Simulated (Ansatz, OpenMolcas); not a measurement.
# C4H12Ge (SMILES CC(C)C[GeH3]): methods side by side

C4H12Ge has 17 atoms, charge 0, and is taken as a singlet. SMILES: `CC(C)C[GeH3]`. The shape is that of a PBE0-D4/def2-TZVP optimisation. This is one conformer, not always the lowest.

Each level gives the vertical ionisation energy (to the doublet cation) (eV). The values are calculated.

```json
{"level": "HF/6-31G* (spherical functions)", "kind": "Hartree–Fock", "program": "OpenMolcas", "value (eV)": "9.61", "less CCSD(T)/6-31G*": "-0.39", "CPU time (all runs)": "51 s"}
{"level": "SVWN5/6-31G* (spherical functions)", "kind": "LDA", "program": "OpenMolcas", "value (eV)": "9.80", "less CCSD(T)/6-31G*": "-0.20", "CPU time (all runs)": "3.3 min"}
{"level": "revPBE/6-31G* (spherical functions)", "kind": "GGA", "program": "OpenMolcas", "value (eV)": "9.65", "less CCSD(T)/6-31G*": "-0.35", "CPU time (all runs)": "4.9 min"}
{"level": "TPSS/6-31G* (spherical functions)", "kind": "meta-GGA", "program": "OpenMolcas", "value (eV)": "9.74", "less CCSD(T)/6-31G*": "-0.26", "CPU time (all runs)": "7.2 min"}
{"level": "r2SCAN/6-31G* (spherical functions)", "kind": "meta-GGA", "program": "OpenMolcas", "value (eV)": "9.86", "less CCSD(T)/6-31G*": "-0.14", "CPU time (all runs)": "6.4 min"}
{"level": "BHLYP/6-31G* (spherical functions)", "kind": "global hybrid", "program": "Ansatz", "value (eV)": "10.16", "less CCSD(T)/6-31G*": "+0.16", "CPU time (all runs)": "61 s"}
{"level": "CAM-B3LYP/6-31G* (spherical functions)", "kind": "range-separated hybrid", "program": "Ansatz", "value (eV)": "10.17", "less CCSD(T)/6-31G*": "+0.17", "CPU time (all runs)": "69 s"}
{"level": "MP2/6-31G* (spherical functions)", "kind": "perturbation theory", "program": "Ansatz", "value (eV)": "10.16", "less CCSD(T)/6-31G*": "+0.16", "CPU time (all runs)": "39 s"}
{"level": "CCSD(T)/6-31G* (spherical functions)", "kind": "coupled cluster or CI", "program": "Ansatz", "value (eV)": "10.00", "less CCSD(T)/6-31G*": "0.00", "CPU time (all runs)": "12 min"}
{"level": "CCSD/6-31G* (spherical functions)", "kind": "coupled cluster or CI", "program": "Ansatz", "value (eV)": "10.02", "less CCSD(T)/6-31G*": "+0.02", "CPU time (all runs)": "8.3 min"}
```

Differences are taken from CCSD(T)/6-31G* (spherical functions) for orientation; it has basis-set and higher-order errors of its own. All-electron rows without a relativistic Hamiltonian named are non-relativistic. The values span 9.61 to 10.17 eV. In the correlated wave-function rows the outer d shell of Ge is correlated, in sets not made for it. The second state's dipole differs much between rows, so they may not all be the same state. Times are those of the runs behind each value, whatever else they computed, on shared processors of several kinds: orders of magnitude only.

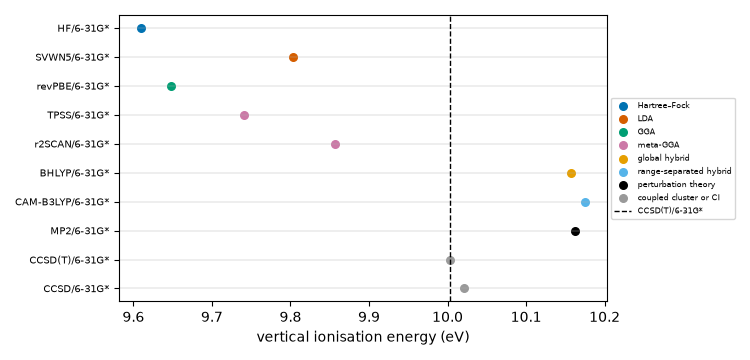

The values of the table, level by level.
